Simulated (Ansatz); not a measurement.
**HBrCl (doublet): PBE0, B3LYP, BHLYP over a scan of the distance Cl1–H2 along a hydrogen transfer, cc-pVDZ, part 1 of 2**

How well do these functionals follow the top wave-function level for HBrCl (doublet) over a scan of the distance Cl1–H2 along a hydrogen transfer?

Method: cc-pVDZ, all electrons in the functionals; program: Ansatz 0.2.0, Gaussian basis.

Plan: PBE0, B3LYP, BHLYP, at 1.189 Å; 1.279 Å; 1.329 Å; 1.378 Å; 1.428 Å; 1.478 Å; 1.528 Å; 1.577 Å; 1.627 Å.

15 further runs of the same task are left out: 14 that didn't finish, 1 set aside as unsound or not needed.

## 1. What is computed

The geometry derives from fragments relaxed apart (PBE0/def2-TZVP) and kept rigid, so it is no stationary point. A hydrogen atom is moved between rigid fragments. No spin-orbit coupling is included. The filled d shell of Br may be among the frozen orbitals whatever the setting's name suggests; the logs give the count.

3 atoms, charge 0, spin multiplicity 2.

Atoms are counted from 1 here; the program's logs count them from 0.

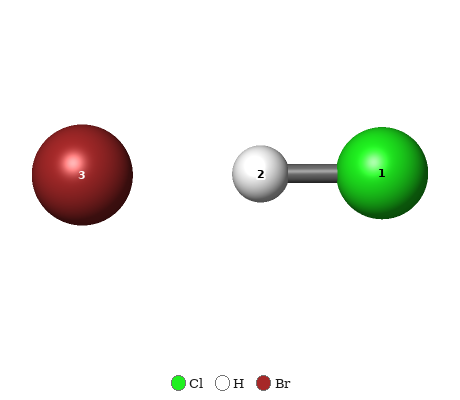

The structure; chlorine green, hydrogen white, bromine red; atoms are numbered from 1 in the order of the file.

No dispersion term is added. B3LYP takes the VWN-RPA correlation.

The geometry shown and the zero of energy belong to the point 1.279 Å. The yardstick, UCCSDT(Q), and other wave-function levels (R restricted, U unrestricted, valence and pair active spaces) come from earlier runs.

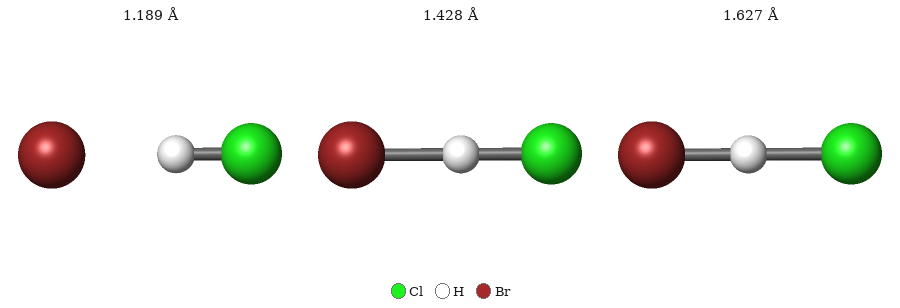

Three points of the scan; sticks are drawn by distance.

## 2. PBE0, 1.189 Å

File in.yaml:

```yaml
crystal:
  periodic: [false, false, false]
  atoms:
    - {symbol: Cl, position_ang: [0.000000, 0.000000, -1.448667]}
    - {symbol: H, position_ang: [0.000000, 0.000000, -0.259667]}
    - {symbol: Br, position_ang: [0.000000, 0.000000, 1.708333]}
basis:
  gaussian: {orbitals: cc-pVDZ}
magnetization: {spin_polarized: true, initial_magnetization: 1}
hamiltonian: {xc: {name: PBE0}}
output: {orbitals: {seedname: orbitals}}
```

Started as:

```sh
$ ansatz run in.yaml --threads 1 --pin off --events-out ev --progress --plain --max-ram 2393MiB
```

Output, shortened:

```text
Functional definition: PBE0
  name "PBE0"
  cite "Adamo & Barone, J. Chem. Phys. 110, 6158 (1999) doi:10.1063/1.478522"
  cite "Perdew, Burke & Ernzerhof, Phys. Rev. Lett. 77, 3865 (1996) doi:10.1103/PhysRevLett.77.3865"
  parent pbe
[...]
559 factors; integrals over basis functions are off by at most 1.5e-3 eV
[...]
mean field -82570.78107434 eV, -3034.4202359964 hartree, gradient 1.3e-6 eV, S^2 0.752043; 6 other end points of the search recorded, 0 dependent functions left out
reference -82570.78109030 eV, -3034.4202365830 hartree; 27, 26 occupied and 23, 24 virtual orbitals, 559 factors
Total energy: -82570.78109030 eV, -3034.4202365830 hartree
```

It took 8.5 s on 1 thread of Arm Neoverse V1, shared host.

From the report: ⟨S²⟩ of the determinant 0.752 (pure doublet: 0.75).

## 3. PBE0, 1.279 Å

File in.yaml:

```yaml
crystal:
  periodic: [false, false, false]
  atoms:
    - {symbol: Cl, position_ang: [0.000000, 0.000000, -1.478600]}
    - {symbol: H, position_ang: [0.000000, 0.000000, -0.199800]}
    - {symbol: Br, position_ang: [0.000000, 0.000000, 1.678400]}
basis:
  gaussian: {orbitals: cc-pVDZ}
magnetization: {spin_polarized: true, initial_magnetization: 1}
hamiltonian: {xc: {name: PBE0}}
output: {orbitals: {seedname: orbitals}}
```

The command is unchanged.

Output, shortened:

```text
Functional definition: PBE0
  name "PBE0"
  cite "Adamo & Barone, J. Chem. Phys. 110, 6158 (1999) doi:10.1063/1.478522"
  cite "Perdew, Burke & Ernzerhof, Phys. Rev. Lett. 77, 3865 (1996) doi:10.1103/PhysRevLett.77.3865"
  parent pbe
[...]
557 factors; integrals over basis functions are off by at most 1.8e-3 eV
[...]
mean field -82571.00132849 eV, -3034.4283301870 hartree, gradient 2.4e-6 eV, S^2 0.752684; 7 other end points of the search recorded, 0 dependent functions left out
reference -82571.00134424 eV, -3034.4283307660 hartree; 27, 26 occupied and 23, 24 virtual orbitals, 557 factors
Total energy: -82571.00134424 eV, -3034.4283307660 hartree
```

It took 7.5 s on 1 thread of Arm Neoverse V1, shared host.

From the report: ⟨S²⟩ of the determinant 0.753 (pure doublet: 0.75).

## 4. PBE0, 1.329 Å

File in.yaml:

```yaml
crystal:
  periodic: [false, false, false]
  atoms:
    - {symbol: Cl, position_ang: [0.000000, 0.000000, -1.495333]}
    - {symbol: H, position_ang: [0.000000, 0.000000, -0.166333]}
    - {symbol: Br, position_ang: [0.000000, 0.000000, 1.661667]}
basis:
  gaussian: {orbitals: cc-pVDZ}
magnetization: {spin_polarized: true, initial_magnetization: 1}
hamiltonian: {xc: {name: PBE0}}
output: {forces: true, orbitals: {seedname: orbitals}}
```

Same command.

Output:

```text
Functional definition: PBE0
  name "PBE0"
  cite "Adamo & Barone, J. Chem. Phys. 110, 6158 (1999) doi:10.1063/1.478522"
  cite "Perdew, Burke & Ernzerhof, Phys. Rev. Lett. 77, 3865 (1996) doi:10.1103/PhysRevLett.77.3865"
  parent pbe
  parameter a = 0.25
  parameter kappa = 0.804
  parameter beta = 0.06672455060314922
  exchange = (1 - a)*pbe_x(kappa = kappa, mu = beta*pi^2/3) + a*exact_x
  correlation = pbe_c(beta = beta)
557 factors; integrals over basis functions are off by at most 1.8e-3 eV
mean field evaluation 1: about -82570.4272 eV, gradient 9.0e0 eV
mean field evaluation 2: about -82565.4984 eV, gradient 2.5e1 eV
mean field evaluation 4: about -82570.9400 eV, gradient 1.8e0 eV
mean field evaluation 8: about -82570.9757 eV, gradient 1.5e-1 eV
mean field evaluation 16: about -82570.9758 eV, gradient 9.0e-5 eV
mean field evaluation 32: about -82571.0170 eV, gradient 2.2e-5 eV
mean field evaluation 64: about -82570.9758 eV, gradient 3.0e-6 eV
mean field -82571.01699176 eV, -3034.4289058015 hartree, gradient 8.6e-8 eV, S^2 0.753635; 7 other end points of the search recorded, 0 dependent functions left out
the calculation of the forces begins
reference -82571.01700744 eV, -3034.4289063779 hartree; 27, 26 occupied and 23, 24 virtual orbitals, 557 factors
WARN: the results are in doubt because the forces break the atoms' symmetry
Total energy: -82571.01700744 eV, -3034.4289063779 hartree
Atom 0 at     0.000000     0.000000    -1.495333 Å, force     0.188014    -0.000000    -0.613274 eV/Å
Atom 1 at     0.000000     0.000000    -0.166333 Å, force    -0.324705     0.000000    -0.191060 eV/Å
Atom 2 at     0.000000     0.000000     1.661667 Å, force     0.136691    -0.000000     0.804334 eV/Å
Dipole moment:    -0.020660    -0.000000     0.268111 e Å
In doubt: the forces break the atoms' symmetry
```

Run time: 11 s. Hardware: 1 thread of Arm Neoverse V1, shared host.

From the report: ⟨S²⟩ of the determinant 0.754 (pure doublet: 0.75). Mind the lines of doubt at the end of the log.

From 1.279 Å: -1.5 kJ/mol.

## 5. PBE0, 1.378 Å

File in.yaml:

```yaml
crystal:
  periodic: [false, false, false]
  atoms:
    - {symbol: Cl, position_ang: [0.000000, 0.000000, -1.511667]}
    - {symbol: H, position_ang: [0.000000, 0.000000, -0.133667]}
    - {symbol: Br, position_ang: [0.000000, 0.000000, 1.645333]}
basis:
  gaussian: {orbitals: cc-pVDZ}
magnetization: {spin_polarized: true, initial_magnetization: 1}
hamiltonian: {xc: {name: PBE0}}
output: {forces: true, orbitals: {seedname: orbitals}}
```

Launched as before.

Output:

```text
Functional definition: PBE0
  name "PBE0"
  cite "Adamo & Barone, J. Chem. Phys. 110, 6158 (1999) doi:10.1063/1.478522"
  cite "Perdew, Burke & Ernzerhof, Phys. Rev. Lett. 77, 3865 (1996) doi:10.1103/PhysRevLett.77.3865"
  parent pbe
  parameter a = 0.25
  parameter kappa = 0.804
  parameter beta = 0.06672455060314922
  exchange = (1 - a)*pbe_x(kappa = kappa, mu = beta*pi^2/3) + a*exact_x
  correlation = pbe_c(beta = beta)
557 factors; integrals over basis functions are off by at most 1.9e-3 eV
mean field evaluation 1: about -82570.2732 eV, gradient 9.6e0 eV
mean field evaluation 2: about -82564.6575 eV, gradient 2.7e1 eV
mean field evaluation 4: about -82570.8925 eV, gradient 1.7e0 eV
mean field evaluation 8: about -82570.9255 eV, gradient 8.7e-2 eV
mean field evaluation 16: about -82570.9255 eV, gradient 1.6e-5 eV
mean field evaluation 32: about -82570.9912 eV, gradient 2.6e-3 eV
mean field evaluation 64: about -82570.9255 eV, gradient 4.6e-3 eV
mean field -82570.99123058 eV, -3034.4279590958 hartree, gradient 2.9e-8 eV, S^2 0.755105; 7 other end points of the search recorded, 0 dependent functions left out
the calculation of the forces begins
reference -82570.99124622 eV, -3034.4279596705 hartree; 27, 26 occupied and 23, 24 virtual orbitals, 557 factors
WARN: the results are in doubt because the forces break the atoms' symmetry
Total energy: -82570.99124622 eV, -3034.4279596705 hartree
Atom 0 at     0.000000     0.000000    -1.511667 Å, force     0.133288    -0.000000     0.213035 eV/Å
Atom 1 at     0.000000     0.000000    -0.133667 Å, force    -0.236532     0.000000    -0.789605 eV/Å
Atom 2 at     0.000000     0.000000     1.645333 Å, force     0.103244    -0.000000     0.576570 eV/Å
Dipole moment:    -0.014838    -0.000000     0.216908 e Å
In doubt: the forces break the atoms' symmetry
```

Wall time 12 s (1 thread of Arm Neoverse V1, shared host).

From the report: ⟨S²⟩ of the determinant 0.755 (pure doublet: 0.75). The program marks this result as in doubt; its last lines say why.

From 1.279 Å: +1.0 kJ/mol.

## 6. PBE0, 1.428 Å

File in.yaml:

```yaml
crystal:
  periodic: [false, false, false]
  atoms:
    - {symbol: Cl, position_ang: [0.000000, 0.000000, -1.528333]}
    - {symbol: H, position_ang: [0.000000, 0.000000, -0.100333]}
    - {symbol: Br, position_ang: [0.000000, 0.000000, 1.628667]}
basis:
  gaussian: {orbitals: cc-pVDZ}
magnetization: {spin_polarized: true, initial_magnetization: 1}
hamiltonian: {xc: {name: PBE0}}
output: {forces: true, orbitals: {seedname: orbitals}}
```

Same command.

Output:

```text
Functional definition: PBE0
  name "PBE0"
  cite "Adamo & Barone, J. Chem. Phys. 110, 6158 (1999) doi:10.1063/1.478522"
  cite "Perdew, Burke & Ernzerhof, Phys. Rev. Lett. 77, 3865 (1996) doi:10.1103/PhysRevLett.77.3865"
  parent pbe
  parameter a = 0.25
  parameter kappa = 0.804
  parameter beta = 0.06672455060314922
  exchange = (1 - a)*pbe_x(kappa = kappa, mu = beta*pi^2/3) + a*exact_x
  correlation = pbe_c(beta = beta)
557 factors; integrals over basis functions are off by at most 1.8e-3 eV
mean field evaluation 1: about -82570.0601 eV, gradient 1.0e1 eV
mean field evaluation 2: about -82564.1179 eV, gradient 2.9e1 eV
mean field evaluation 4: about -82570.8323 eV, gradient 8.5e-1 eV
mean field evaluation 8: about -82570.8494 eV, gradient 1.3e-1 eV
mean field evaluation 16: about -82570.8495 eV, gradient 4.0e-5 eV
mean field evaluation 32: about -82570.9446 eV, gradient 3.0e-2 eV
mean field -82570.94471623 eV, -3034.4262497250 hartree, gradient 2.4e-9 eV, S^2 0.756785; 3 other end points of the search recorded, 0 dependent functions left out
the calculation of the forces begins
reference -82570.94473185 eV, -3034.4262502990 hartree; 27, 26 occupied and 23, 24 virtual orbitals, 557 factors
Total energy: -82570.94473185 eV, -3034.4262502990 hartree
Atom 0 at     0.000000     0.000000    -1.528333 Å, force     0.000000    -0.000000     0.679406 eV/Å
Atom 1 at     0.000000     0.000000    -0.100333 Å, force     0.000000     0.000000    -1.027545 eV/Å
Atom 2 at     0.000000     0.000000     1.628667 Å, force    -0.000000    -0.000000     0.348139 eV/Å
Dipole moment:    -0.000000     0.000000     0.166309 e Å
```

It took 10 s on 1 thread of Arm Neoverse V1, shared host.

From the report: ⟨S²⟩ of the determinant 0.757 (pure doublet: 0.75).

From 1.279 Å: +5.5 kJ/mol.

Orbitals, density, ELF and potential are computed afterwards from the orbital file.

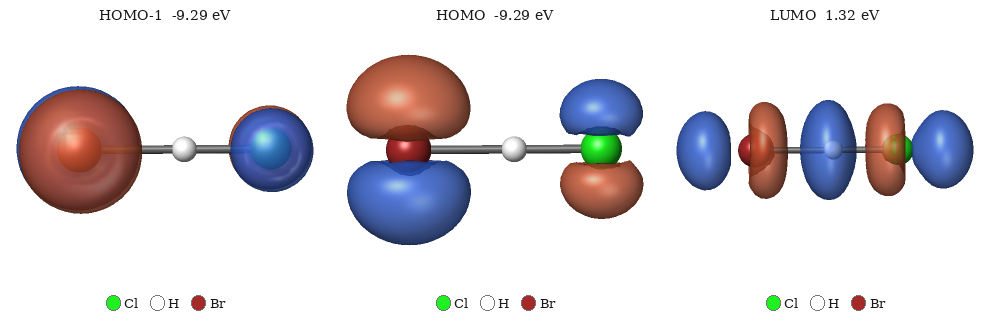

Frontier orbitals at PBE0/cc-pVDZ (alpha spin); each surface holds 70 % of the orbital's density, blue and red mark the sign.

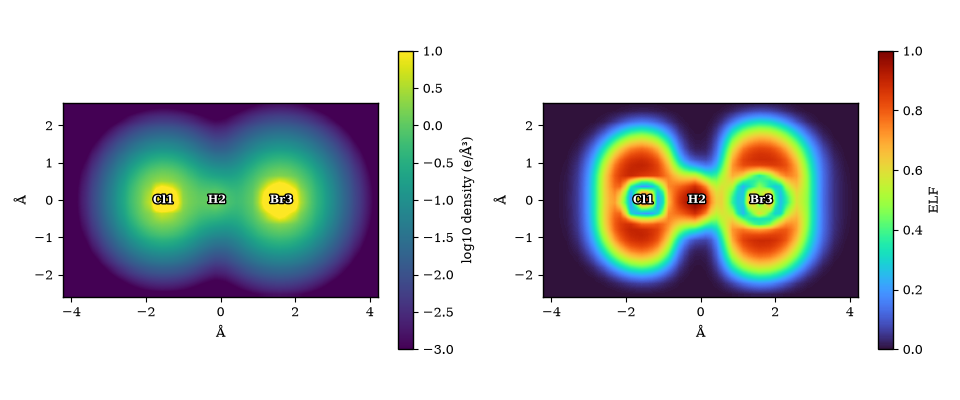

Density (left) and ELF (right) in a plane through or near 3 of the atoms.

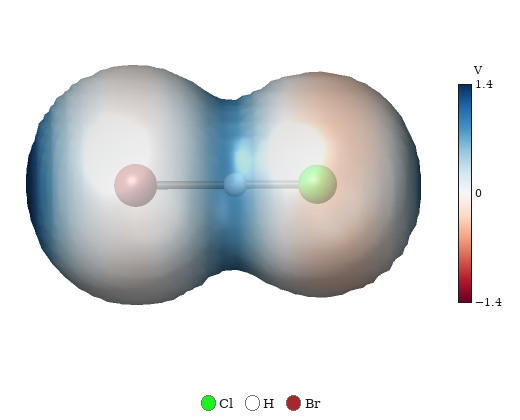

The potential that a unit positive charge feels on the 0.002 e/bohr³ surface, from the 1st to the 99th percentile, from -0.33 V near Cl1 to 1.40 V near Br3.

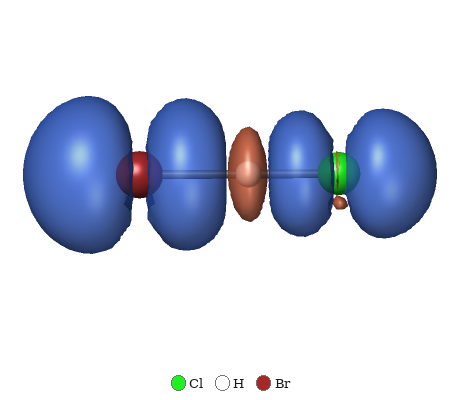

Spin density at ±0.01 e/Å³ (alpha excess blue, beta excess red).

## 7. PBE0, 1.478 Å

File in.yaml:

```yaml
crystal:
  periodic: [false, false, false]
  atoms:
    - {symbol: Cl, position_ang: [0.000000, 0.000000, -1.545000]}
    - {symbol: H, position_ang: [0.000000, 0.000000, -0.067000]}
    - {symbol: Br, position_ang: [0.000000, 0.000000, 1.612000]}
basis:
  gaussian: {orbitals: cc-pVDZ}
magnetization: {spin_polarized: true, initial_magnetization: 1}
hamiltonian: {xc: {name: PBE0}}
output: {orbitals: {seedname: orbitals}}
```

Same command.

Output, shortened:

```text
Functional definition: PBE0
  name "PBE0"
  cite "Adamo & Barone, J. Chem. Phys. 110, 6158 (1999) doi:10.1063/1.478522"
  cite "Perdew, Burke & Ernzerhof, Phys. Rev. Lett. 77, 3865 (1996) doi:10.1103/PhysRevLett.77.3865"
  parent pbe
[...]
557 factors; integrals over basis functions are off by at most 1.7e-3 eV
[...]
mean field -82570.89233894 eV, -3034.4243248949 hartree, gradient 4.6e-6 eV, S^2 0.758044; 3 other end points of the search recorded, 0 dependent functions left out
reference -82570.89235457 eV, -3034.4243254695 hartree; 27, 26 occupied and 23, 24 virtual orbitals, 557 factors
Total energy: -82570.89235457 eV, -3034.4243254695 hartree
```

Wall time 7.5 s (1 thread of Arm Neoverse V1, shared host).

From the report: ⟨S²⟩ of the determinant 0.758 (pure doublet: 0.75).

From 1.279 Å: +10.5 kJ/mol.

## 8. PBE0, 1.528 Å

File in.yaml:

```yaml
crystal:
  periodic: [false, false, false]
  atoms:
    - {symbol: Cl, position_ang: [0.000000, 0.000000, -1.561667]}
    - {symbol: H, position_ang: [0.000000, 0.000000, -0.033667]}
    - {symbol: Br, position_ang: [0.000000, 0.000000, 1.595333]}
basis:
  gaussian: {orbitals: cc-pVDZ}
magnetization: {spin_polarized: true, initial_magnetization: 1}
hamiltonian: {xc: {name: PBE0}}
output: {orbitals: {seedname: orbitals}}
```

The command is unchanged.

Output, shortened:

```text
Functional definition: PBE0
  name "PBE0"
  cite "Adamo & Barone, J. Chem. Phys. 110, 6158 (1999) doi:10.1063/1.478522"
  cite "Perdew, Burke & Ernzerhof, Phys. Rev. Lett. 77, 3865 (1996) doi:10.1103/PhysRevLett.77.3865"
  parent pbe
[...]
557 factors; integrals over basis functions are off by at most 1.6e-3 eV
[...]
mean field -82570.84410544 eV, -3034.4225523465 hartree, gradient 1.7e-6 eV, S^2 0.758793; 3 other end points of the search recorded, 0 dependent functions left out
reference -82570.84412109 eV, -3034.4225529217 hartree; 27, 26 occupied and 23, 24 virtual orbitals, 557 factors
Total energy: -82570.84412109 eV, -3034.4225529217 hartree
```

Wall time 7 s (1 thread of Arm Neoverse V1, shared host).

From the report: ⟨S²⟩ of the determinant 0.759 (pure doublet: 0.75).

From 1.279 Å: +15.2 kJ/mol.

## 9. PBE0, 1.577 Å

File in.yaml:

```yaml
crystal:
  periodic: [false, false, false]
  atoms:
    - {symbol: Cl, position_ang: [0.000000, 0.000000, -1.578000]}
    - {symbol: H, position_ang: [0.000000, 0.000000, -0.001000]}
    - {symbol: Br, position_ang: [0.000000, 0.000000, 1.579000]}
basis:
  gaussian: {orbitals: cc-pVDZ}
magnetization: {spin_polarized: true, initial_magnetization: 1}
hamiltonian: {xc: {name: PBE0}}
output: {orbitals: {seedname: orbitals}}
```

Launched as before.

Output, shortened:

```text
Functional definition: PBE0
  name "PBE0"
  cite "Adamo & Barone, J. Chem. Phys. 110, 6158 (1999) doi:10.1063/1.478522"
  cite "Perdew, Burke & Ernzerhof, Phys. Rev. Lett. 77, 3865 (1996) doi:10.1103/PhysRevLett.77.3865"
  parent pbe
[...]
559 factors; integrals over basis functions are off by at most 1.1e-3 eV
[...]
mean field -82570.80495396 eV, -3034.4211135561 hartree, gradient 6.3e-6 eV, S^2 0.758781; 3 other end points of the search recorded, 0 dependent functions left out
reference -82570.80496963 eV, -3034.4211141319 hartree; 27, 26 occupied and 23, 24 virtual orbitals, 559 factors
Total energy: -82570.80496963 eV, -3034.4211141319 hartree
```

Wall time 7 s (1 thread of Arm Neoverse V1, shared host).

From the report: ⟨S²⟩ of the determinant 0.759 (pure doublet: 0.75).

From 1.279 Å: +18.9 kJ/mol.

## 10. PBE0, 1.627 Å

File in.yaml:

```yaml
crystal:
  periodic: [false, false, false]
  atoms:
    - {symbol: Cl, position_ang: [0.000000, 0.000000, -1.594667]}
    - {symbol: H, position_ang: [0.000000, 0.000000, 0.032333]}
    - {symbol: Br, position_ang: [0.000000, 0.000000, 1.562333]}
basis:
  gaussian: {orbitals: cc-pVDZ}
magnetization: {spin_polarized: true, initial_magnetization: 1}
hamiltonian: {xc: {name: PBE0}}
output: {forces: true, orbitals: {seedname: orbitals}}
```

The command is unchanged.

Output:

```text
Functional definition: PBE0
  name "PBE0"
  cite "Adamo & Barone, J. Chem. Phys. 110, 6158 (1999) doi:10.1063/1.478522"
  cite "Perdew, Burke & Ernzerhof, Phys. Rev. Lett. 77, 3865 (1996) doi:10.1103/PhysRevLett.77.3865"
  parent pbe
  parameter a = 0.25
  parameter kappa = 0.804
  parameter beta = 0.06672455060314922
  exchange = (1 - a)*pbe_x(kappa = kappa, mu = beta*pi^2/3) + a*exact_x
  correlation = pbe_c(beta = beta)
559 factors; integrals over basis functions are off by at most 1.2e-3 eV
mean field evaluation 1: about -82568.9592 eV, gradient 1.3e1 eV
mean field evaluation 2: about -82562.9851 eV, gradient 3.3e1 eV
mean field evaluation 4: about -82570.5422 eV, gradient 3.0e0 eV
mean field evaluation 8: about -82570.6141 eV, gradient 9.8e-2 eV
mean field evaluation 16: about -82570.6141 eV, gradient 1.9e-5 eV
mean field evaluation 32: about -82570.7707 eV, gradient 4.3e-4 eV
mean field -82570.77066203 eV, -3034.4198533511 hartree, gradient 9.2e-7 eV, S^2 0.758044; 3 other end points of the search recorded, 0 dependent functions left out
the calculation of the forces begins
reference -82570.77067771 eV, -3034.4198539274 hartree; 27, 26 occupied and 23, 24 virtual orbitals, 559 factors
Total energy: -82570.77067771 eV, -3034.4198539274 hartree
Atom 0 at     0.000000     0.000000    -1.594667 Å, force    -0.000000     0.000000     0.345106 eV/Å
Atom 1 at     0.000000     0.000000     0.032333 Å, force     0.000000    -0.000000    -0.679600 eV/Å
Atom 2 at     0.000000     0.000000     1.562333 Å, force    -0.000000     0.000000     0.334494 eV/Å
Dipole moment:     0.000000    -0.000000     0.053659 e Å
```

Wall time 7.5 s (1 thread of Arm Neoverse V1, shared host).

From the report: ⟨S²⟩ of the determinant 0.758 (pure doublet: 0.75).

From 1.279 Å: +22.3 kJ/mol.

## 11. B3LYP, 1.189 Å

File in.yaml:

```yaml
crystal:
  periodic: [false, false, false]
  atoms:
    - {symbol: Cl, position_ang: [0.000000, 0.000000, -1.448667]}
    - {symbol: H, position_ang: [0.000000, 0.000000, -0.259667]}
    - {symbol: Br, position_ang: [0.000000, 0.000000, 1.708333]}
basis:
  gaussian: {orbitals: cc-pVDZ}
magnetization: {spin_polarized: true, initial_magnetization: 1}
hamiltonian: {xc: {name: B3LYP}}
```

The command is unchanged.

Output, shortened:

```text
Functional definition: B3LYP
  name "B3LYP"
  cite "Stephens, Devlin, Chabalowski & Frisch, J. Phys. Chem. 98, 11623 (1994) doi:10.1021/j100096a001"
  cite "Becke, Phys. Rev. A 38, 3098 (1988) doi:10.1103/PhysRevA.38.3098"
  cite "Lee, Yang & Parr, Phys. Rev. B 37, 785 (1988) doi:10.1103/PhysRevB.37.785"
  cite "Vosko, Wilk & Nusair, Can. J. Phys. 58, 1200 (1980) doi:10.1139/p80-159"
[...]
559 factors; integrals over basis functions are off by at most 1.5e-3 eV
[...]
mean field -82584.24757124 eV, -3034.9151206296 hartree, gradient 2.8e-6 eV, S^2 0.751624; 11 other end points of the search recorded, 0 dependent functions left out
reference -82584.24774406 eV, -3034.9151269807 hartree; 27, 26 occupied and 23, 24 virtual orbitals, 559 factors
Total energy: -82584.24774406 eV, -3034.9151269807 hartree
```

It took 13 s on 1 thread of Arm Neoverse V1, shared host.

From the report: ⟨S²⟩ of the determinant 0.752 (pure doublet: 0.75).

## 12. B3LYP, 1.279 Å

File in.yaml:

```yaml
crystal:
  periodic: [false, false, false]
  atoms:
    - {symbol: Cl, position_ang: [0.000000, 0.000000, -1.478600]}
    - {symbol: H, position_ang: [0.000000, 0.000000, -0.199800]}
    - {symbol: Br, position_ang: [0.000000, 0.000000, 1.678400]}
basis:
  gaussian: {orbitals: cc-pVDZ}
magnetization: {spin_polarized: true, initial_magnetization: 1}
hamiltonian: {xc: {name: B3LYP}}
```

Launched as before.

Output, shortened:

```text
Functional definition: B3LYP
  name "B3LYP"
  cite "Stephens, Devlin, Chabalowski & Frisch, J. Phys. Chem. 98, 11623 (1994) doi:10.1021/j100096a001"
  cite "Becke, Phys. Rev. A 38, 3098 (1988) doi:10.1103/PhysRevA.38.3098"
  cite "Lee, Yang & Parr, Phys. Rev. B 37, 785 (1988) doi:10.1103/PhysRevB.37.785"
  cite "Vosko, Wilk & Nusair, Can. J. Phys. 58, 1200 (1980) doi:10.1139/p80-159"
[...]
557 factors; integrals over basis functions are off by at most 1.8e-3 eV
[...]
mean field -82584.48358620 eV, -3034.9237940195 hartree, gradient 3.1e-6 eV, S^2 0.752296; 12 other end points of the search recorded, 0 dependent functions left out
reference -82584.48375817 eV, -3034.9238003390 hartree; 27, 26 occupied and 23, 24 virtual orbitals, 557 factors
Total energy: -82584.48375817 eV, -3034.9238003390 hartree
```

Wall time 13 s (1 thread of Arm Neoverse V1, shared host).

From the report: ⟨S²⟩ of the determinant 0.752 (pure doublet: 0.75).

## 13. B3LYP, 1.329 Å

File in.yaml:

```yaml
crystal:
  periodic: [false, false, false]
  atoms:
    - {symbol: Cl, position_ang: [0.000000, 0.000000, -1.495333]}
    - {symbol: H, position_ang: [0.000000, 0.000000, -0.166333]}
    - {symbol: Br, position_ang: [0.000000, 0.000000, 1.661667]}
basis:
  gaussian: {orbitals: cc-pVDZ}
magnetization: {spin_polarized: true, initial_magnetization: 1}
hamiltonian: {xc: {name: B3LYP}}
```

Same command.

Output, shortened:

```text
Functional definition: B3LYP
  name "B3LYP"
  cite "Stephens, Devlin, Chabalowski & Frisch, J. Phys. Chem. 98, 11623 (1994) doi:10.1021/j100096a001"
  cite "Becke, Phys. Rev. A 38, 3098 (1988) doi:10.1103/PhysRevA.38.3098"
  cite "Lee, Yang & Parr, Phys. Rev. B 37, 785 (1988) doi:10.1103/PhysRevB.37.785"
  cite "Vosko, Wilk & Nusair, Can. J. Phys. 58, 1200 (1980) doi:10.1139/p80-159"
[...]
557 factors; integrals over basis functions are off by at most 1.8e-3 eV
[...]
mean field -82584.50862057 eV, -3034.9247140153 hartree, gradient 4.4e-6 eV, S^2 0.753025; 12 other end points of the search recorded, 0 dependent functions left out
reference -82584.50879235 eV, -3034.9247203284 hartree; 27, 26 occupied and 23, 24 virtual orbitals, 557 factors
Total energy: -82584.50879235 eV, -3034.9247203284 hartree
```

It took 13 s on 1 thread of Arm Neoverse V1, shared host.

From the report: ⟨S²⟩ of the determinant 0.753 (pure doublet: 0.75).

From 1.279 Å: -2.4 kJ/mol.

(Continued in part 2 of 2.)
